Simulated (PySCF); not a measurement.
# C₇H₉Cl: excited states, first hyperpolarisability

Wanted: excited states, first hyperpolarisability for C₇H₉Cl (`C/C=C/C=C/C=C/Cl`).

Programs: PySCF 2.14.0, with routines of our own; each step states its level. All values are computed. Atoms count from 0.

## 1. The system as given

17 atoms, charge 0, multiplicity 1; geometry from: GFN2-xTB.

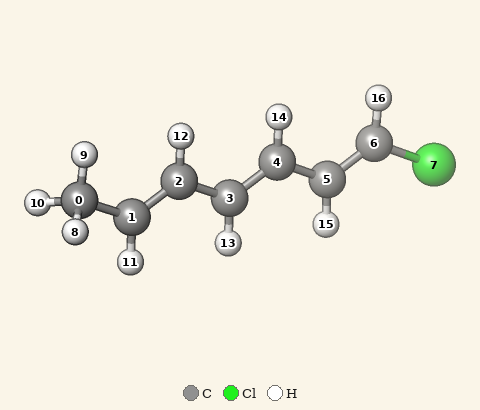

The starting geometry (carbon grey, chlorine green, hydrogen white).

## 2. Geometry optimisation at PBE0-D3(BJ)/def2-SVP

What the job is given:

```
{"job": {"xc": "PBE0", "basis": "def2-SVP", "d3": "d3bj", "grid": 2, "kind": "geom"}, "charge": 0, "multiplicity": 1}
C     -3.506631     0.311208     0.440060
C     -2.241226     0.019018    -0.286201
C     -1.018530     0.147805     0.236669
C      0.192445    -0.140445    -0.477730
C      1.423805    -0.011074     0.048920
C      2.626637    -0.303136    -0.675611
C      3.844403    -0.171334    -0.146463
Cl     5.278044    -0.523464    -1.022386
H     -4.133633    -0.580196     0.478372
H     -3.308377     0.645787     1.455427
H     -4.071438     1.083623    -0.082933
H     -2.352649    -0.319583    -1.308777
H     -0.905663     0.486552     1.258849
H      0.084602    -0.480725    -1.499820
H      1.539381     0.328872     1.069642
H      2.518519    -0.643963    -1.696103
H      4.023313     0.163087     0.863643
```

Run with:

```bash
$ OMP_NUM_THREADS=1 python excited_run.py task.json out
```

The driver reads the jobs from task.json and runs them one after another.

Log:

```text
step   0  E = -731.50184185  max force = 0.010614
step   1  E = -731.50364469  max force = 0.002940
step   2  E = -731.50361695  max force = 0.002274
step   3  E = -731.50366723  max force = 0.001170
step   4  E = -731.50367748  max force = 0.000388
optimisation converged
```

Run time: 63 s. Hardware: 1 thread of Intel Xeon Platinum 8488C, shared host; peak memory 0.76 GiB.

The steps of the relaxation:

```
step  energy from step 0 (eV)  largest force component (eV/Å)
   0                   0.0000                          0.5458
   1                  -0.0491                          0.1512
   2                  -0.0483                          0.1169
   3                  -0.0497                          0.0602
   4                  -0.0500                          0.0200
```

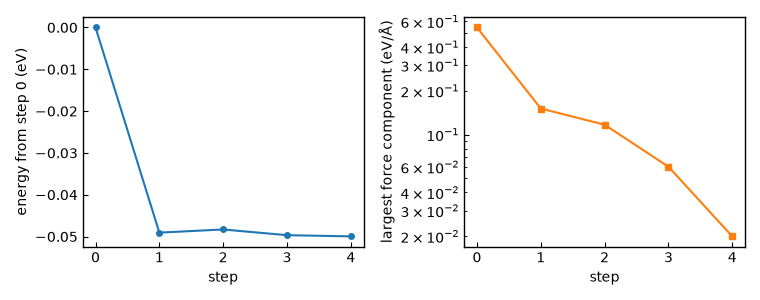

Energy and largest force along the relaxation.

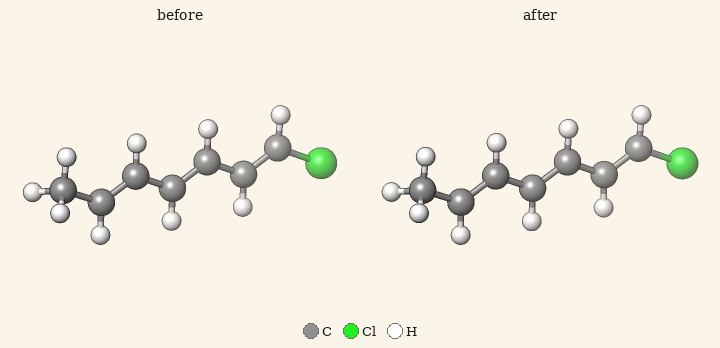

Before and after, at one scale.

Distances of close pairs at the start and the end, largest changes first:

```
  bond  before (Å)  after (Å)  change (Å)
C1–H11       1.083      1.098      +0.015
C2–H12       1.083      1.098      +0.015
C4–H14       1.082      1.097      +0.015
C3–H13       1.083      1.097      +0.015
C6–H16       1.079      1.093      +0.014
C5–H15       1.081      1.095      +0.014
C0–H10       1.090      1.104      +0.013
 C0–H8       1.091      1.104      +0.013
```

The end geometry stands in the next job.

```
                         at the end point                 value
  point group (found at 0.08 Å tolerance)                    Cs
rotational constants (GHz, main isotopes)  18.417, 0.384, 0.377
                        dipole moment (D)                  2.19
```

## 3. Excited states: TDA CAM-B3LYP/def2-TZVP

What the job is given:

```
{"job": {"kind": "states", "xc": "CAM-B3LYP", "basis": "def2-TZVP", "tda": true, "soc": true, "nstates": 6, "ntriplets": 5, "nquad": 4}, "charge": 0, "multiplicity": 1}
C     -2.956612     0.228586     0.226728
C     -1.688049    -0.063056    -0.494484
C     -0.451747     0.063498     0.022738
C      0.764506    -0.226814    -0.698913
C      2.008337    -0.100561    -0.181884
C      3.215319    -0.394916    -0.914790
C      4.444835    -0.265389    -0.390065
Cl     5.886736    -0.615958    -1.260337
H     -3.604699    -0.663590     0.270961
H     -2.772142     0.568700     1.256275
H     -3.541065     1.007482    -0.292562
H     -1.779633    -0.409148    -1.532491
H     -0.342008     0.408373     1.059015
H      0.657165    -0.572091    -1.734820
H      2.119394     0.244378     0.853282
H      3.116686    -0.740643    -1.949367
H      4.621241     0.073767     0.633974
```

Method: TDA CAM-B3LYP/def2-TZVP excited states, vertical, gas phase, spin-orbit mean-field couplings.

Log:

```text
coarse grid: 14808 points
cycle   1  E = -732.2452030208  dE =  1.095e+00  |g| = 3.751e-01  |ddm| = 3.138e+00
cycle   2  E = -732.2530708914  dE = -7.868e-03  |g| = 3.703e-01  |ddm| = 7.163e-01
cycle   3  E = -732.2852196779  dE = -3.215e-02  |g| = 8.364e-02  |ddm| = 3.586e-01
cycle   4  E = -732.2869227479  dE = -1.703e-03  |g| = 3.318e-02  |ddm| = 8.601e-02
cycle   5  E = -732.2871976877  dE = -2.749e-04  |g| = 5.784e-03  |ddm| = 3.154e-02
cycle   6  E = -732.2872084455  dE = -1.076e-05  |g| = 2.791e-03  |ddm| = 8.278e-03
cycle   7  E = -732.2872108011  dE = -2.356e-06  |g| = 9.808e-04  |ddm| = 3.525e-03
final grid: 138552 points
cycle   8  E = -732.2774799075  dE = -4.037e-05  |g| = 4.626e-03  |ddm| = 6.359e-02
cycle   9  E = -732.2774810537  dE = -1.146e-06  |g| = 3.938e-03  |ddm| = 7.681e-03
cycle  10  E = -732.2774846458  dE = -3.592e-06  |g| = 4.377e-04  |ddm| = 3.628e-03
cycle  11  E = -732.2774846805  dE = -3.472e-08  |g| = 2.477e-04  |ddm| = 5.243e-04
cycle  12  E = -732.2774846956  dE = -1.514e-08  |g| = 4.417e-05  |ddm| = 2.276e-04
cycle  13  E = -732.2774846962  dE = -5.573e-10  |g| = 1.511e-05  |ddm| = 7.610e-05
converged SCF energy = -732.2774846962

Singlet excitations
state   eV       nm        f     d(h-e)  d(exc)  Lambda  PR(NTO)  |dmu|/D   mu/D   main configurations
  1   4.9741   249.3   1.94670   0.084   3.860   0.845   1.085    0.329    2.671   H->L 0.95
  2   6.3003   196.8   0.00293   0.283   4.516   0.782   1.967    0.851    1.507   H-1->L 0.55, H->L+1 0.40
  3   6.3048   196.7   0.00003   0.711   3.736   0.342   1.121    2.623    4.780   H->L+2 0.66, H->L+4 0.24
  4   6.4803   191.3   0.00001   1.321   3.794   0.370   1.143    4.437    6.407   H->L+4 0.57, H->L+2 0.29, H-1->L+4 0.09
  5   6.7756   183.0   0.00000   2.675   3.996   0.265   1.014                     H-2->L 0.87, H-2->L+1 0.11
  6   6.8491   181.0   0.00545   0.458   3.441   0.689   1.359                     H->L+5 0.78

Triplet excitations (Tamm-Dancoff)
state   eV     d(h-e)  d(exc)  Lambda  PR(NTO)   main configurations
  1   2.4092   0.031   3.328   0.848   1.133   H->L 0.92
  2   4.0206   0.071   2.599   0.776   2.000   H-1->L 0.49, H->L+1 0.42
  3   5.1274   0.096   2.413   0.714   2.514   H->L+5 0.45, H-3->L 0.27, H-1->L+1 0.14
  4   5.9116   1.495   3.450   0.387   1.032   H->L+4 0.67, H-1->L+4 0.16
  5   6.1396   0.126   4.439   0.780   1.997   H->L+1 0.50, H-1->L 0.44
S1 - T1 = 2.5649 eV

Spin-orbit couplings |<S|Hso|T>| (cm-1)
             T1       T2       T3       T4       T5
S0        0.021    0.191    0.430  127.301    0.107
S1        0.010    0.018    0.027   17.885    0.011
S2        0.064    0.044    0.017    3.595    0.005
S3       17.018   12.836    5.290    2.312    1.250
S4       19.850   16.179    6.218    0.488    3.047
S5       66.863   73.709   42.322    2.369   67.938
S6        0.020    0.022    0.017    6.745    0.025
T1 sublevels (cm-1): 0.000 0.124 0.127   radiative rates (1/s): 0.00309 0.402 0.00156
```

It took 96 s on 1 thread of Intel Xeon Platinum 8488C, shared host; peak memory 1.3 GiB.

From this job:

```
  quantity    value
S1 less T1  2.56 eV
```

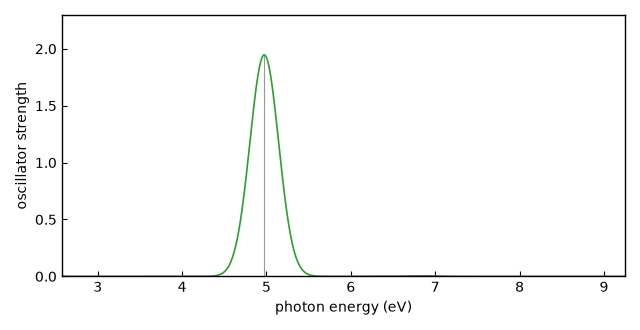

Absorption lines of the singlets. Lines are broadened to a width of 0.40 eV (Gaussian).

Orbitals, density, ELF and potential are computed afterwards from the orbital file.

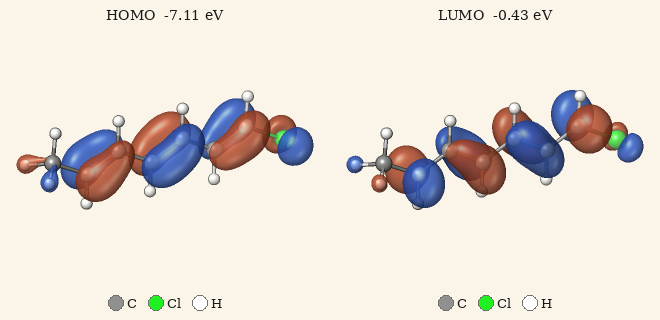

CAM-B3LYP/def2-TZVP orbitals near the gap, drawn at the value that encloses 70 % of each; the two colours are the two signs.

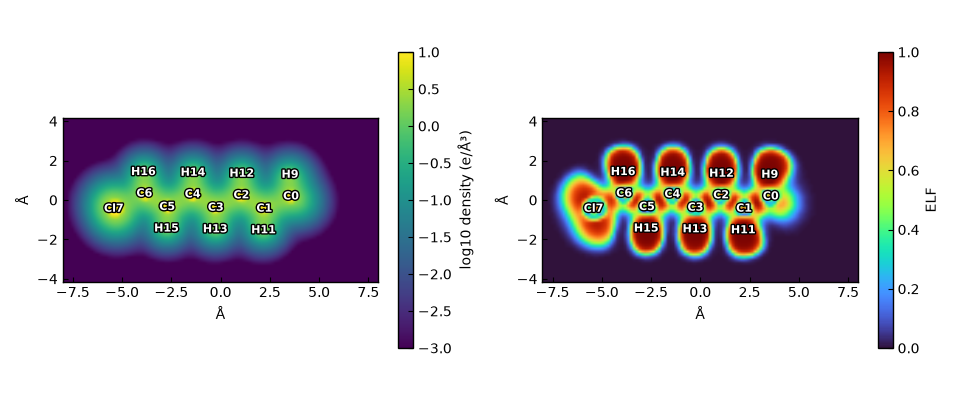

Density (left) and ELF (right) in a plane through or near 15 of the atoms.

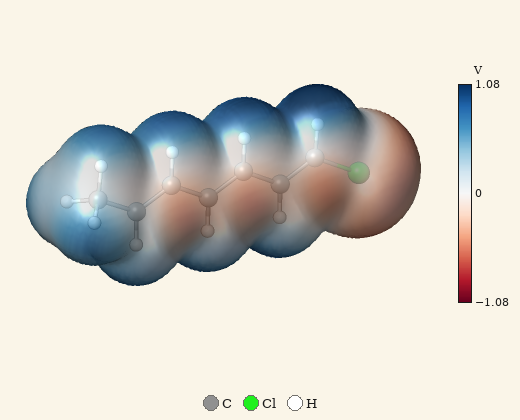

The potential that a unit positive charge feels on the 0.002 e/bohr³ surface, from -0.55 V near Cl7 to 1.08 V near H16.

## 4. Excited states: TDDFT CAM-B3LYP/aug-cc-pVDZ

Settings changed since step 3:

```diff
@@ -1,2 +1,2 @@
-{"job": {"kind": "states", "xc": "CAM-B3LYP", "basis": "def2-TZVP", "tda": true, "soc": true, "nstates": 6, "ntriplets": 5, "nquad": 4}, "charge": 0, "multiplicity": 1}
+{"job": {"kind": "states", "xc": "CAM-B3LYP", "basis": "aug-cc-pVDZ", "tpa": true, "nstates": 8, "nquad": 6, "ntriplets": 0}, "charge": 0, "multiplicity": 1}
 C     -2.956612     0.228586     0.226728
```

Level: TDDFT CAM-B3LYP/aug-cc-pVDZ excited states, vertical, gas phase, two-photon moments by quadratic response.

Log:

```text
coarse grid: 14808 points
cycle   1  E = -732.1263038658  dE =  1.156e+00  |g| = 3.454e-01  |ddm| = 3.381e+01
cycle   2  E = -732.1326120197  dE = -6.308e-03  |g| = 3.531e-01  |ddm| = 6.166e+00
cycle   3  E = -732.1639688819  dE = -3.136e-02  |g| = 7.230e-02  |ddm| = 2.283e+00
cycle   4  E = -732.1653560473  dE = -1.387e-03  |g| = 2.787e-02  |ddm| = 5.751e-01
cycle   5  E = -732.1655706620  dE = -2.146e-04  |g| = 5.725e-03  |ddm| = 2.392e-01
cycle   6  E = -732.1655810360  dE = -1.037e-05  |g| = 2.086e-03  |ddm| = 3.891e-02
cycle   7  E = -732.1655827296  dE = -1.694e-06  |g| = 9.734e-04  |ddm| = 1.458e-02
final grid: 138552 points
cycle   8  E = -732.1931018329  dE = -1.796e-05  |g| = 3.678e-03  |ddm| = 4.485e-01
cycle   9  E = -732.1931028030  dE = -9.702e-07  |g| = 3.293e-03  |ddm| = 7.868e-02
cycle  10  E = -732.1931057128  dE = -2.910e-06  |g| = 3.512e-04  |ddm| = 2.796e-02
cycle  11  E = -732.1931057410  dE = -2.826e-08  |g| = 1.495e-04  |ddm| = 3.113e-03
cycle  12  E = -732.1931057475  dE = -6.472e-09  |g| = 3.532e-05  |ddm| = 1.597e-03
cycle  13  E = -732.1931057479  dE = -4.086e-10  |g| = 8.736e-06  |ddm| = 2.675e-04
converged SCF energy = -732.1931057479

Singlet excitations
state   eV       nm        f     d(h-e)  d(exc)  Lambda  PR(NTO)  |dmu|/D   mu/D   delta(TPA)   sigma/GM   main configurations
  1   4.6000   269.5   1.38072   0.097   3.814   0.826   1.141    0.354    2.830        5.12      0.040   H->L 0.98
  2   5.3435   232.0   0.00006   2.289   4.862   0.188   1.042    9.562    9.345        4.93      0.052   H->L+2 0.48, H->L+1 0.33, H->L+3 0.09
  3   5.3714   230.8   0.00000   2.290   4.879   0.190   1.040    9.473    9.303        2.07      0.022   H->L+2 0.41, H->L+1 0.29, H->L+3 0.19
  4   5.7268   216.5   0.00011   1.328   5.559   0.203   1.111    5.971    3.525       10.51      0.126   H->L+3 0.55, H->L+1 0.24
  5   6.0990   203.3   0.00931   0.430   4.033   0.556   1.107    1.768    4.120     2989.15     40.734   H->L+8 0.89
  6   6.1054   203.1   0.00037   0.541   5.385   0.169   1.118    2.374    0.807       10.68      0.146   H->L+4 0.83
  7   6.1262   202.4   0.00178   3.013   5.025   0.252   1.032                                            H->L+6 0.37, H->L+7 0.35
  8   6.2209   199.3   0.00093   0.593   4.489   0.660   1.932                                            H->L+10 0.55, H-1->L 0.38
```

It took 81 s on 1 thread of Intel Xeon Platinum 8488C, shared host; peak memory 1.1 GiB.

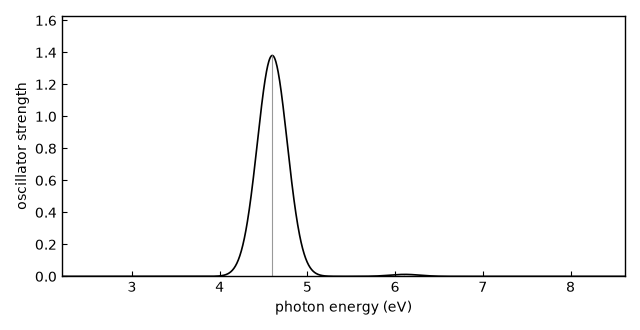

Absorption lines of the singlets. Lines are broadened to a width of 0.40 eV (Gaussian).

## 5. First hyperpolarisability: quadratic response CAM-B3LYP/aug-cc-pVDZ

Settings changed since step 4:

```diff
@@ -1,2 +1,2 @@
-{"job": {"kind": "states", "xc": "CAM-B3LYP", "basis": "aug-cc-pVDZ", "tpa": true, "nstates": 8, "nquad": 6, "ntriplets": 0}, "charge": 0, "multiplicity": 1}
+{"job": {"kind": "beta", "xc": "CAM-B3LYP", "basis": "aug-cc-pVDZ"}, "charge": 0, "multiplicity": 1}
 C     -2.956612     0.228586     0.226728
```

With the program's defaults for keys left out, this is: quadratic response CAM-B3LYP/aug-cc-pVDZ first hyperpolarisability, Taylor convention, gas phase.

Log:

```text
coarse grid: 14808 points
cycle   1  E = -732.1263038658  dE =  1.156e+00  |g| = 3.454e-01  |ddm| = 3.381e+01
cycle   2  E = -732.1326120197  dE = -6.308e-03  |g| = 3.531e-01  |ddm| = 6.166e+00
cycle   3  E = -732.1639688819  dE = -3.136e-02  |g| = 7.230e-02  |ddm| = 2.283e+00
cycle   4  E = -732.1653560473  dE = -1.387e-03  |g| = 2.787e-02  |ddm| = 5.751e-01
cycle   5  E = -732.1655706620  dE = -2.146e-04  |g| = 5.725e-03  |ddm| = 2.392e-01
cycle   6  E = -732.1655810360  dE = -1.037e-05  |g| = 2.086e-03  |ddm| = 3.891e-02
cycle   7  E = -732.1655827296  dE = -1.694e-06  |g| = 9.734e-04  |ddm| = 1.458e-02
final grid: 138552 points
cycle   8  E = -732.1931018329  dE = -1.796e-05  |g| = 3.678e-03  |ddm| = 4.485e-01
cycle   9  E = -732.1931028030  dE = -9.702e-07  |g| = 3.293e-03  |ddm| = 7.868e-02
cycle  10  E = -732.1931057128  dE = -2.910e-06  |g| = 3.512e-04  |ddm| = 2.796e-02
cycle  11  E = -732.1931057410  dE = -2.825e-08  |g| = 1.495e-04  |ddm| = 3.113e-03
cycle  12  E = -732.1931057475  dE = -6.478e-09  |g| = 3.532e-05  |ddm| = 1.597e-03
cycle  13  E = -732.1931057479  dE = -4.054e-10  |g| = 8.736e-06  |ddm| = 2.675e-04
converged SCF energy = -732.1931057479

Lowest singlets (eV, f): 4.6000 1.3807  5.3435 0.0001  5.3714 0.0000

First hyperpolarisability (au)
process     nm      |vector|   parallel      HRS      DR
static         -       97.40     -57.25      35.99   8.338
shg       1907.0       97.20     -57.12      36.03   7.987
eope      1907.0       97.46     -57.28          -       -
shg       1064.0       90.56     -53.19      34.26   6.601
eope      1064.0       97.14     -57.08          -       -
```

It took 76 s on 1 thread of Intel Xeon Platinum 8488C, shared host; peak memory 1.1 GiB.

## 6. Excited states: TDA CAM-B3LYP/def2-TZVP in cyclohexane

Settings changed since step 5:

```diff
@@ -1,2 +1,2 @@
-{"job": {"kind": "beta", "xc": "CAM-B3LYP", "basis": "aug-cc-pVDZ"}, "charge": 0, "multiplicity": 1}
+{"job": {"kind": "states", "xc": "CAM-B3LYP", "basis": "def2-TZVP", "tda": true, "soc": true, "nstates": 6, "ntriplets": 5, "nquad": 4, "solvent": "cyclohexane"}, "charge": 0, "multiplicity": 1}
 C     -2.956612     0.228586     0.226728
```

Level: TDA CAM-B3LYP/def2-TZVP excited states, vertical, IEF-PCM cyclohexane (non-equilibrium response), spin-orbit mean-field couplings.

Log:

```text
coarse grid: 14808 points
cycle   1  E = -732.2489025504  dE =  1.092e+00  |g| = 3.693e-01  |ddm| = 3.135e+00
cycle   2  E = -732.2594161781  dE = -1.051e-02  |g| = 3.503e-01  |ddm| = 6.493e-01
cycle   3  E = -732.2879969190  dE = -2.858e-02  |g| = 7.624e-02  |ddm| = 2.944e-01
cycle   4  E = -732.2894100101  dE = -1.413e-03  |g| = 3.094e-02  |ddm| = 7.811e-02
cycle   5  E = -732.2896491750  dE = -2.392e-04  |g| = 5.079e-03  |ddm| = 2.874e-02
cycle   6  E = -732.2896583611  dE = -9.186e-06  |g| = 2.471e-03  |ddm| = 7.905e-03
final grid: 138552 points
cycle   7  E = -732.2799058905  dE = -4.021e-05  |g| = 5.449e-03  |ddm| = 6.360e-02
cycle   8  E = -732.2799058960  dE = -5.464e-09  |g| = 5.337e-03  |ddm| = 8.365e-03
cycle   9  E = -732.2799123457  dE = -6.450e-06  |g| = 7.843e-04  |ddm| = 3.748e-03
cycle  10  E = -732.2799124877  dE = -1.420e-07  |g| = 2.267e-04  |ddm| = 6.554e-04
cycle  11  E = -732.2799125033  dE = -1.566e-08  |g| = 4.604e-05  |ddm| = 2.902e-04
cycle  12  E = -732.2799125041  dE = -7.467e-10  |g| = 2.556e-05  |ddm| = 7.039e-05
converged SCF energy = -732.2799125041

Singlet excitations
state   eV       nm        f     d(h-e)  d(exc)  Lambda  PR(NTO)  |dmu|/D   mu/D   main configurations
  1   4.6566   266.3   1.96488   0.147   3.826   0.847   1.075    0.691    3.359   H->L 0.96
  2   6.3067   196.6   0.00511   0.296   4.503   0.784   1.914    1.042    1.646   H-1->L 0.59, H->L+1 0.36
  3   6.3424   195.5   0.00003   1.321   3.709   0.370   1.098    5.387    8.026   H->L+2 0.46, H->L+4 0.40, H-1->L+4 0.08
  4   6.5534   189.2   0.00002   0.805   3.828   0.367   1.142    3.078    4.970   H->L+2 0.49, H->L+4 0.41
  5   6.7813   182.8   0.00842   0.909   3.232   0.727   1.672                     H->L+5 0.43, H->L+1 0.30, H-1->L 0.19
  6   6.8474   181.1   0.00000   2.605   3.971   0.272   1.018                     H-2->L 0.86, H-2->L+1 0.10

Triplet excitations (Tamm-Dancoff)
state   eV     d(h-e)  d(exc)  Lambda  PR(NTO)   main configurations
  1   2.4166   0.027   3.328   0.848   1.132   H->L 0.92
  2   4.0330   0.070   2.598   0.776   1.999   H-1->L 0.49, H->L+1 0.42
  3   5.1409   0.099   2.414   0.713   2.513   H->L+5 0.45, H-3->L 0.28, H-1->L+1 0.14
  4   5.9026   1.578   3.469   0.391   1.025   H->L+4 0.63, H-1->L+4 0.16, H->L+2 0.11
  5   6.1473   0.257   4.426   0.781   1.986   H->L+1 0.50, H-1->L 0.44
S1 - T1 = 2.2400 eV

Spin-orbit couplings |<S|Hso|T>| (cm-1)
             T1       T2       T3       T4       T5
S0        0.022    0.187    0.420  124.569    0.121
S1        0.010    0.020    0.031   16.346    0.008
S2        0.027    0.016    0.006    3.611    0.004
S3       22.304   17.116    6.841    2.119    1.914
S4       12.986   10.925    4.032    1.484    2.302
S5        0.020    0.023    0.017   12.440    0.023
S6       64.769   71.596   40.939    2.471   63.781
T1 sublevels (cm-1): 0.000 0.115 0.117   radiative rates (1/s): 0.00411 0.379 0.002
```

Wall time 91 s (1 thread of Intel Xeon Platinum 8488C, shared host); peak memory 1.4 GiB.

From this job:

```
  quantity    value
S1 less T1  2.24 eV
```

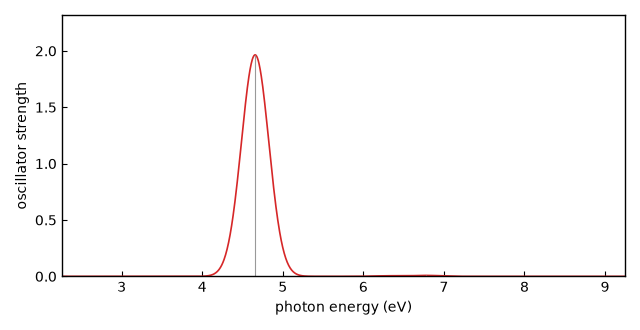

Absorption lines of the singlets. Lines are broadened to a width of 0.40 eV (Gaussian).

## 7. What came out

| quantity | value |
| --- | --- |
| point group | Cs |
| rotational constants (main isotopes) | 18.42, 0.38, 0.38 GHz |
| S1 less T1 (step 3, TDA CAM-B3LYP/def2-TZVP) | 2.56 eV |
| surface potential, least and greatest | -0.55 V and 1.08 V |
| β vector (step 5, quadratic response CAM-B3LYP/aug-cc-pVDZ) | static 97, SHG 1907.0 nm 97, SHG 1064.0 nm 91 au |
| S1 less T1 (step 6, TDA CAM-B3LYP/def2-TZVP in cyclohexane) | 2.24 eV |

**Reading.** Over 4 steps the energy fell by 0.050 eV; of the close pairs, C1–H11 changed most, 1.083 to 1.098 Å. No frequency check was run at this level, so the end point may be a saddle. In steps 3, 4 some excited states are degenerate or nearly so. In step 3, the number of triplets below S1 is 2, and the largest singlet-triplet spin-orbit coupling is S0–T4, 127.30 cm⁻¹. By nearest atom (CAM-B3LYP/def2-TZVP), the HOMO sits on 4 C atoms about 15 % each; Cl7 10 % and the LUMO on C1, C3, C6 about 17 % each; C4 14 %. In step 6, the number of triplets below S1 is 2, and the largest singlet-triplet spin-orbit coupling is S0–T4, 124.57 cm⁻¹.
